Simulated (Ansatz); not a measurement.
The starting structures come from a database of crystals and need not be the phases stable at ambient conditions.

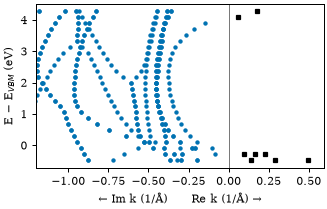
*Complex bands at the centre of the two-dimensional zone; r2SCAN (Ansatz, an electronic-structure program)*

No gap correction and no spin-orbit coupling; mid-gap values are interpolated between computed energies.

**Question.** This is LaGaO₃ (R-3c, not sure to be the ambient phase, 10 atoms a cell, 12.2 Å³ an atom, -5 GPa at this level) along the normal of (101). Read off the slowest decay at the centre of the two-dimensional zone at 2.00 eV, the computed energy nearest the middle of the gap.

**Answer.** κ ≈ 0.37 1/Å, a decay length 1/(2κ) of the density of 1.3 Å.
